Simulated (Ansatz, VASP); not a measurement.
# SrO: VASP beside Ansatz

Wanted: the spread between two codes on one cell, functional and k mesh. The cell is taken from a series of VASP runs on this material, whose earlier steps may have relaxed, scaled or displaced it; both programs get it as it stands. Valence electrons are named where the data sets of a main pair hold unlike numbers.

Method: plane waves, with VASP 6.6.1 beside it; single point at PBE with D3(BJ), band structure at PBE with D3(BJ) and dielectric response at PBE with D3(BJ), in Ansatz 0.2.0.

## 1. Starting point

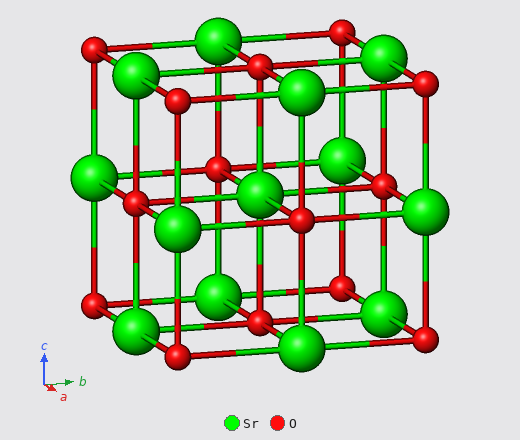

The starting structure, seen slightly off an axis (strontium green, oxygen red). This picture shows the conventional cell, with its axes. Some periodic images of atoms are drawn too.

## 2. VASP: single point, PBE with D3(BJ)

With cell and atoms fixed, the geometry can't cause a difference; cores, projectors, grids and the points listed under the comparison can.

Lines of VASP's logs that name or quote its potential files are left out, and so is its time.

The input, INCAR:

```
SYSTEM = SrO
PREC = Accurate
ENCUT = 520
EDIFF = 1E-06
NELM = 100
ISMEAR = 0
SIGMA = 0.05
LREAL = .FALSE.
ALGO = Normal
GGA = PE
IVDW = 12
NBANDS = 14
LORBIT = 11
LWAVE = .FALSE.
LCHARG = .TRUE.
ISIF = 2
LELF = .TRUE.
LVHAR = .TRUE.
```

The input, POSCAR:

```
SrO
1.0
    0.0000000000      2.5799009295      2.5799009295
    2.5799009295      0.0000000000      2.5799009295
    2.5799009295      2.5799009295      0.0000000000
Sr O
1 1
Direct
    0.5000000000      0.5000000000      0.5000000000
    0.0000000000      0.0000000000      0.0000000000
```

The input, KPOINTS:

```
Automatic mesh
0
Gamma
8 8 8
0 0 0
```

Potentials, in the order of the species: Sr_sv and O (PBE family, release 64).

Command:

```sh
mpirun -np 2 vasp_std
```

Numbers of over 12 decimals in the logs are rounded to 6 here.

Log:

```text
[banner, memory and clock lines left out]
running    2 mpi-ranks, on    1 nodes
 distrk:  each k-point on    2 cores,    1 groups
 distr:  one band on    1 cores,    2 groups

 POSCAR found type information on POSCAR SrO
 POSCAR found :  2 types and       2 ions
 LDA part: xc-table for (Slater+PW92), standard interpolation
 POSCAR, INCAR and KPOINTS ok, starting setup
 FFT: planning ... GRIDC
 FFT: planning ... GRID_SOFT
 FFT: planning ... GRID
 WAVECAR not read
 entering main loop
       N       E                     dE             d eps       ncg     rms          rms(c)
DAV:   1     0.616065143484E+02    0.61607E+02   -0.77858E+03   820   0.107E+03
DAV:   2    -0.110340886249E+02   -0.72641E+02   -0.66592E+02  1162   0.218E+02
DAV:   3    -0.141825957115E+02   -0.31485E+01   -0.31339E+01  1096   0.398E+01
DAV:   4    -0.142486087752E+02   -0.66013E-01   -0.65981E-01  1042   0.412E+00
DAV:   5    -0.142490926740E+02   -0.48390E-03   -0.48390E-03  1058   0.335E-01    0.161E+01
DAV:   6    -0.121905588486E+02    0.20585E+01   -0.73030E+00   836   0.208E+01    0.193E+01
DAV:   7    -0.120562964410E+02    0.13426E+00   -0.36921E-01   962   0.532E+00    0.111E+01
DAV:   8    -0.120454469367E+02    0.10850E-01   -0.12190E-01   950   0.363E+00    0.603E-01
DAV:   9    -0.120472715299E+02   -0.18246E-02   -0.64628E-03  1188   0.534E-01    0.240E-01
DAV:  10    -0.120477215243E+02   -0.44999E-03   -0.45020E-04   854   0.219E-01    0.118E-01
DAV:  11    -0.120478840901E+02   -0.16257E-03   -0.17082E-04   860   0.101E-01    0.387E-02
DAV:  12    -0.120479009223E+02   -0.16832E-04   -0.30936E-05   890   0.432E-02    0.421E-02
DAV:  13    -0.120479014422E+02   -0.51994E-06   -0.24637E-06   890   0.141E-02
   1 F= -.12534144E+02 E0= -.12534144E+02  d E =-.137973E-10
```

OUTCAR, selected parts (step 2):

```text
ion  position               nearest neighbor table
   1  0.500  0.500  0.500-   2 2.58   2 2.58   2 2.58   2 2.58   2 2.58   2 2.58
   2  0.000  0.000  0.000-   1 2.58   1 2.58   1 2.58   1 2.58   1 2.58   1 2.58

  LATTYP: Found a face centered cubic cell.
 ALAT       =     5.1598018590

 Subroutine GETGRP returns: Found 48 space group operations
 (whereof 48 operations were pure point group operations)

The static configuration has the point symmetry O_h .

 Found     29 irreducible k-points:

   k-points           NKPTS =     29   k-points in BZ     NKDIM =     29   number of bands    NBANDS=     14

   dimension x,y,z NGX =    28 NGY =   28 NGZ =   28
   dimension x,y,z NGXF=    56 NGYF=   56 NGZF=   56

   ENCUT  =  520.0 eV  38.22 Ry    6.18 a.u.   6.78  6.78  6.78*2*pi/ulx,y,z

   NELECT =      16.0000    total number of electrons

 k-points in reciprocal lattice and weights: Automatic mesh
   0.00000000  0.00000000  0.00000000       0.002
   0.12500000  0.00000000  0.00000000       0.016
   0.25000000  0.00000000  0.00000000       0.016
   0.37500000  0.00000000  0.00000000       0.016
   0.50000000  0.00000000  0.00000000       0.008
   0.12500000  0.12500000  0.00000000       0.012
   0.25000000  0.12500000  0.00000000       0.047
   0.37500000  0.12500000  0.00000000       0.047
   0.50000000  0.12500000  0.00000000       0.047
[...]
-0.37500000  0.50000000  0.12500000       0.023
  -0.25000000  0.50000000  0.25000000       0.012

 average (electrostatic) potential at core
       1 -36.5795       2 -70.7847

 E-fermi :   1.8165

 k-point     1 :       0.0000    0.0000    0.0000
  band No.  band energies     occupation
    ...
      4     -12.4593      2.00000
      5     -12.4593      2.00000
      6       1.6146      2.00000
      7       1.6146      2.00000
      8       1.6146      2.00000
      9       5.5239      0.00000
     10       7.8022      0.00000
     11       7.8022      0.00000
     12       7.8022      0.00000
     13       9.9466      0.00000
    ...

 k-point     2 :       0.1250    0.0000    0.0000
  band No.  band energies     occupation
    ...
      4     -12.4712      2.00000
      5     -12.1374      2.00000
      6       1.1651      2.00000
      7       1.4213      2.00000
      8       1.4213      2.00000
      9       6.2175      0.00000
     10       7.6540      0.00000
     11       8.1042      0.00000
     12       8.1042      0.00000
     13      10.3468      0.00000
    ...

 k-point     3 :       0.2500    0.0000    0.0000
  band No.  band energies     occupation
    ...
      4     -12.4997      2.00000
      5     -11.6860      2.00000
      6       0.3477      2.00000
      7       1.0035      2.00000
      8       1.0035      2.00000
      9       7.5614      0.00000
     10       7.7709      0.00000
     11       8.9230      0.00000
     12       8.9230      0.00000
     13      11.3484      0.00000
    ...

 Edisp (eV)   -0.48624

  Total       0.00242     0.00242     0.00242     0.00000     0.00000    -0.00000
  in kB       0.11310     0.11310     0.11310     0.00000     0.00000    -0.00000
  external pressure =        0.11 kB  Pullay stress =        0.00 kB

  energy-cutoff  :      520.00
  volume of cell :       34.34
      direct lattice vectors                 reciprocal lattice vectors
     0.000000000  2.579900929  2.579900929    -0.193805892  0.193805892  0.193805892
     2.579900929  0.000000000  2.579900929     0.193805892 -0.193805892  0.193805892
     2.579900929  2.579900929  0.000000000     0.193805892  0.193805892 -0.193805892

 POSITION                                       TOTAL-FORCE (eV/Angst)
 -----------------------------------------------------------------------------------
      2.57990      2.57990      2.57990         0.000000     -0.000000     -0.000000
      0.00000      0.00000      0.00000        -0.000000      0.000000      0.000000
 -----------------------------------------------------------------------------------
    total drift:                                0.000000      0.000000      0.000000

  FREE ENERGIE OF THE ION-ELECTRON SYSTEM (eV)
  ---------------------------------------------------
  free  energy   TOTEN  =       -12.5341436448 eV

  energy  without entropy=      -12.5341436448  energy(sigma->0) =      -12.53414364

 total charge
# of ion       s       p       d       tot
------------------------------------------
    1        2.016   5.812   0.254   8.082
    2        1.552   3.419   0.000   4.971
--------------------------------------------------
tot          3.568   9.232   0.254  13.053

[... 3 further parts left out ...]
```

The run ends at a pressure of 0.01 GPa.

## 3. Ansatz: single point, PBE with D3(BJ)

Ansatz runs on its default PAW (the set named soft_2) files.

The same cell, functional, mesh and smearing now go to Ansatz, which takes its cutoff from its data sets.

The input, input.yaml:

```yaml
crystal:
  lattice:
    - [0.0, 2.5799009295, 2.5799009295]
    - [2.5799009295, 0.0, 2.5799009295]
    - [2.5799009295, 2.5799009295, 0.0]
  atoms:
    - { symbol: Sr, position: [0.5, 0.5, 0.5] }
    - { symbol: O, position: [0.0, 0.0, 0.0] }
hamiltonian:
  xc: pbe
  pseudopotentials: { kind: paw }
  dispersion: d3bj
kpoints:
  mp_grid: { grid: [8, 8, 8] }
scf:
  occupations: { method: gaussian, width: 0.05 }
  n_extra_bands: 4
output:
  forces: true
  stress: true
  eigenvalues: true
  write_density: true
  write_potential: true
  elf: true
  volumetric_format: npy
```

Command:

```sh
ansatz run input.yaml --threads 2 --pin off --max-ram 4608MiB --backend cpu --events-out ev --progress --plain --runs-dir out
```

Log:

```text
scf.n_extra_bands = 4 over 8 filled bands (N_el = 16.0): the run solves 12 bands
Engine: ansatz 0.2.0, aarch64-unknown-linux-gnu
Pseudopotentials: kind: paw
Pseudopotential: Sr, paw, valence charge 10, recommended cutoff 420 eV (normal), Sr.paw.azcp
Pseudopotential: O, paw, valence charge 6, recommended cutoff 420 eV (normal), O.paw.azcp
Functional definition: PBE
  parameter kappa = 0.804
  parameter beta = 0.066725
  exchange = pbe_x(kappa = kappa, mu = beta*pi^2/3)
  correlation = pbe_c(beta = beta)
Crystal: 2 atoms, lattice volume = 34.343 Å³
Basis set: ecut = 420 eV, 645 PW (Γ), exchange–correlation on 50×50×50 points (8 copies of the dense FFT grid, shifted against one another)
Bands: 12, of which v1, the nominal top of the filled ones, is band 8 counted from 1 (7 counted from 0)
Symmetry: 48 space group operations
Space group: Fm-3m (ITA 225), of the structure as read, at distance tolerance 3.3e-5 Å
k-points: 29 of 512
Non-local potential: Sr, projectors of the file, l = 0: 3, l = 1: 2, l = 2: 2
Non-local potential: O, projectors of the file, l = 0: 2, l = 1: 2, l = 2: 1
PAW form: soft (Blöchl's): semilocal exchange-correlation on the pseudo side does not see the compensation charge
PAW one-centre angular grid: Sr, 110 points (default); XC on 64 Gauss nodes
PAW one-centre angular grid: O, 110 points (default); XC on 64 Gauss nodes
Initial density: superposition of atomic densities (neutral atoms: chi_scale 0, normalization atom), corrected by the library's trained network
Initial wavefunctions: pseudopotential atomic-orbital guess
Functional: x = pbe(κ = 0.804, μ = 0.219515), c = pbe(β = 0.066725)
SCF iter   1: F=—  HF=-4115.110057 eV  |F-HF|=—  |Δ(HF+E_count)|=         —  Δρ=3.66e-4  dr2=6.21e-6  ethr=1.77e-3  ⟨swp⟩=8.2  Hψ=2732  notcnv=0
preconditioner: auto → none  [insulator: Δε(μ)=3.308 eV  Ē_g=16.151 eV  σ=0.050 eV  W_gap=1.00  n_scr=8 (ndim 8)  ℏωp=23.7 eV  f_vac=0.000  D(μ)=0.00/eV (n_scr^D=0)  ε∞_Penn≈3.2]
SCF iter   2: F=—  HF=-4115.111186 eV  |F-HF|=—  |Δ(HF+E_count)|=   1.13e-3  Δρ=4.95e-4  dr2=9.01e-5  ethr=3.88e-8  ⟨swp⟩=4.2  Hψ=1196  notcnv=0
SCF iter   3: F=—  HF=-4115.111202 eV  |F-HF|=—  |Δ(HF+E_count)|=   1.56e-5  Δρ=2.48e-4  dr2=2.14e-5  ethr=3.88e-8  ⟨swp⟩=2.6  Hψ=615  notcnv=0
SCF iter   4: F=—  HF=-4115.111230 eV  |F-HF|=—  |Δ(HF+E_count)|=   2.84e-5  Δρ=7.61e-5  dr2=2.17e-6  ethr=3.88e-8  ⟨swp⟩=2.2  Hψ=565  notcnv=0
SCF iter   5: F=—  HF=-4115.111230 eV  |F-HF|=—  |Δ(HF+E_count)|=   2.40e-7  Δρ=3.92e-5  dr2=5.93e-7  ethr=1.36e-8  ⟨swp⟩=1.0  Hψ=348  notcnv=0
SCF iter   6: F=—  HF=-4115.111230 eV  |F-HF|=—  |Δ(HF+E_count)|=   1.02e-7  Δρ=2.02e-5  dr2=1.60e-7  ethr=3.70e-9  ⟨swp⟩=1.0  Hψ=349  notcnv=0
SCF iter   7: F=-4115.111230 eV  HF=-4115.111230 eV  |F-HF|=9.17e-9  |Δ(HF+E_count)|=   3.37e-8  Δρ=5.27e-6  dr2=1.05e-8  ethr=6.25e-10  ⟨swp⟩=9.6  Hψ=2191  notcnv=0
SCF 1 converged in 7 iterations: F = -4115.111230 eV  dr2 = 1.05e-8
  greatest PAW one-centre occupation: 0.987 electrons in one spin orbital (limit 2), on the Sr atom at site 0 (counted from 0), in its partial waves of l = 0
SCF converged after 7 iterations
Free energy (F): -4115.111230 eV
Harris-Foulkes:  -4115.111230 eV  (|F-HF|=9.17e-9)
Internal energy: -4115.111230 eV  (E = F + TS)
E sigma→0 (E₀):  -4115.111230 eV
Fermi energy:    9.483189 eV
--- Per-component energies (eV) ---
  E_band       = -59.929209
  E_kinetic    = 422.886397
  E_local      = -868.929515  (includes V_loc(G=0)·N_el)
  E_nonlocal   = 250.145091
  E_hartree    = 235.495234
  E_xc         = -249.355574
  E_vxc        = -259.140439  (∫ρ·V_xc dr)
  E_paw        = -2852.329898  (= ΣΔE_a)
  E_vpaw       = -75.882290  (= ΣTr[D̂ρ^β])
  E_aug_tail   = 0.002405  (compensation charges beyond the density's cutoff)
  E_ewald      = -1052.538953
  E_disp       = -0.486418  (pairwise vdW)
  E_smearing   = -0.000000  (= −TS)
  E_closure    = -0.000000  (closes the sum)
  Σ components = -4115.111230   (vs F -4115.111230, Δ=0.00e0)
--- Forces (eV/Å), atoms counted from 1 ---
  atom   1  Sr     0.00000000    -0.00000000     0.00000000
  atom   2  O     -0.00000000     0.00000000     0.00000000
  max |Σ_I F_I| component: 2.73e-29 eV/Å
--- Stress (GPa, compression-positive) ---
       -0.544872       0.000000      -0.000000
       -0.000000      -0.544872      -0.000000
       -0.000000       0.000000      -0.544872
  P = ⅓ Tr σ = -0.5449 GPa (-5.449 kbar)
--- Band table (eV; the first three rows and the last of 29) ---
  k-point 0: bands = [... 4 lower, -6.1690, 7.8244, 7.8244, 7.8244, 11.7574, 14.0610, 14.0610, 14.0610]
  k-point 1: bands = [... 4 lower, -5.8592, 7.3798, 7.6358, 7.6358, 12.4498, 13.9009, 14.3595, 14.3595]
  k-point 2: bands = [... 4 lower, -5.4165, 6.5726, 7.2283, 7.2283, 13.7969, 13.9988, 15.1720, 15.1720]
  k-point 28: bands = [... 4 lower, -5.6034, 6.7317, 7.3993, 7.3993, 13.8405, 13.8405, 16.4120, 18.9055]
```

Elapsed: 1.3 s, on 2 threads of Arm Neoverse N1, shared host; peak memory 0.26 GiB; 2 s of CPU time.

The column dr2 measures how far the density is from self-consistency, as an energy; F and HF (Harris–Foulkes) agree once it is small.

The run ends at a pressure of -0.54 GPa.

## 4. Differences

Known differences besides the potentials themselves: the cutoff is 420 eV in Ansatz and 520 eV in VASP; VASP leaves aspherical gradient terms in its spheres out (LASPH is not set), Ansatz keeps them. Total energies have different zeros and are not compared.

The two programs side by side:

```tsv
quantity	Ansatz	VASP	difference
pressure (GPa)	-0.54	0.01	-0.56
pressure without Ansatz's Pulay correction (GPa)	-0.91	0.01	-0.92
gap on the k mesh (eV)	3.318	3.270	+0.047
```

A gap on the mesh is an upper bound, since the band edges may lie between its points. Ansatz's pressure holds a Pulay correction of 0.36 GPa; VASP's holds none.

## 5. Other set-ups

Further runs change the set-up of one program: Ansatz's method, potentials or start, or VASP's data sets, cutoff or form of LDA. The table gives Ansatz less VASP for each quantity, since a change that brings one quantity closer may part another.

```tsv
run	pressure (GPa)	gap on the k mesh (eV)
as above	-0.56	0.047
Ansatz's all-electron LAPW method	-0.56	0.046
```

## 6. VASP: band structure, PBE with D3(BJ)

The same path points are solved in both programs, so levels can be compared one by one.

The input, INCAR:

```
SYSTEM = SrO
PREC = Accurate
ENCUT = 520
EDIFF = 1E-06
NELM = 100
ISMEAR = 0
SIGMA = 0.05
LREAL = .FALSE.
ALGO = Normal
GGA = PE
IVDW = 12
NBANDS = 20
LORBIT = 11
LWAVE = .FALSE.
LCHARG = .FALSE.
KPAR = 2
```

POSCAR is that of step 2.

KPOINTS is that of step 2.

The input, KPOINTS_OPT:

```
Line mode
16
Line-mode
Reciprocal
  0.00000000   0.00000000   0.00000000 GAMMA
  0.50000000   0.00000000   0.50000000 X

  0.50000000   0.00000000   0.50000000 X
  0.50000000   0.25000000   0.75000000 W

  0.50000000   0.25000000   0.75000000 W
  0.37500000   0.37500000   0.75000000 K

  0.37500000   0.37500000   0.75000000 K
  0.00000000   0.00000000   0.00000000 GAMMA

  0.00000000   0.00000000   0.00000000 GAMMA
  0.50000000   0.50000000   0.50000000 L

  0.50000000   0.50000000   0.50000000 L
  0.62500000   0.25000000   0.62500000 U

  0.62500000   0.25000000   0.62500000 U
  0.50000000   0.25000000   0.75000000 W

  0.50000000   0.25000000   0.75000000 W
  0.50000000   0.50000000   0.50000000 L

  0.50000000   0.50000000   0.50000000 L
  0.37500000   0.37500000   0.75000000 K

  0.62500000   0.25000000   0.62500000 U
  0.50000000   0.00000000   0.50000000 X
```

Command:

```sh
mpirun -np 2 vasp_std
```

Log:

```text
[banner, memory and clock lines left out]
running    2 mpi-ranks, on    1 nodes
[...]
LDA part: xc-table for (Slater+PW92), standard interpolation
 POSCAR, INCAR and KPOINTS ok, starting setup
[...]
entering main loop
       N       E                     dE             d eps       ncg     rms          rms(c)
DAV:   1     0.605824133247E+02    0.60582E+02   -0.72717E+03  1160   0.752E+02
DAV:   2    -0.108886038544E+02   -0.71471E+02   -0.66888E+02  1492   0.182E+02
DAV:   3    -0.141701740696E+02   -0.32816E+01   -0.32483E+01  1648   0.308E+01
DAV:   4    -0.142488799525E+02   -0.78706E-01   -0.78668E-01  1492   0.365E+00
[...]
DAV:  11    -0.120478838582E+02   -0.74129E-04   -0.75609E-05  1340   0.558E-02    0.208E-02
DAV:  12    -0.120479014533E+02   -0.17595E-04   -0.19660E-05  1284   0.279E-02    0.840E-03
DAV:  13    -0.120479012930E+02    0.16026E-06   -0.60129E-07  1156   0.559E-03
   1 F= -.12534143E+02 E0= -.12534143E+02  d E =-.952439E-13
 Start KPOINTS_OPT (optional k-point list driver)
k-point batch [1-29\160]
       N       E                     dE             ncg
DAV:   1    -0.235832025960E+04   -0.15667E+05     1160
DAV:   2    -0.447747351837E+04   -0.21192E+04     1476
DAV:   3    -0.456904261297E+04   -0.91569E+02     1704
DAV:   4    -0.457102350879E+04   -0.19809E+01     1436
DAV:   5    -0.457103322663E+04   -0.97178E-02     1456
DAV:   6    -0.457103337984E+04   -0.15321E-03     1428
DAV:   7    -0.457103338294E+04   -0.30928E-05     1264
DAV:   8    -0.457103338304E+04   -0.10027E-06      952
[...]
k-point batch [146-160\160]
       N       E                     dE             ncg
DAV:   1     0.711700361041E+04   -0.11495E+05      600
DAV:   2     0.604195936962E+04   -0.10750E+04      828
DAV:   3     0.599421952376E+04   -0.47740E+02      944
DAV:   4     0.599381832226E+04   -0.40120E+00      672
DAV:   5     0.599381564383E+04   -0.26784E-02      744
DAV:   6     0.599381561066E+04   -0.33164E-04      704
DAV:   7     0.599381561018E+04   -0.48705E-06      664
```

From OUTCAR (step 6):

```text
 Edisp (eV)   -0.48624

  Total       0.00476     0.00476     0.00476     0.00000    -0.00000     0.00000
  in kB       0.22191     0.22191     0.22191     0.00000    -0.00000     0.00000
  external pressure =        0.22 kB  Pullay stress =        0.00 kB

 POSITION                                       TOTAL-FORCE (eV/Angst)
 -----------------------------------------------------------------------------------
      2.57990      2.57990      2.57990         0.000000      0.000000      0.000000
      0.00000      0.00000      0.00000        -0.000000      0.000000      0.000000
 -----------------------------------------------------------------------------------
    total drift:                                0.000000      0.000000      0.000000

  FREE ENERGIE OF THE ION-ELECTRON SYSTEM (eV)
  ---------------------------------------------------
  free  energy   TOTEN  =       -12.5341434956 eV

  energy  without entropy=      -12.5341434956  energy(sigma->0) =      -12.53414350

[... 1 part as in an earlier step ...]

[... 2 further parts left out ...]
[key lines of the parts left out:]
E-fermi :   1.8451
```

The run ends at a pressure of 0.02 GPa.

(Continued in part 2 of 2.)

[Lines on the potential files, build, host, timing and source positions are cut from VASP's logs without a mark.]

[Logs are printed without paths, hosts, clocks, repeated set-up lines and the standing remarks that a program may print on its own settings, such as how far it seeks lower states.]

[Hosts, paths, dates, database ids (printed as entryN), source tags and the programs' standing remarks are cut or masked in the printed files.]
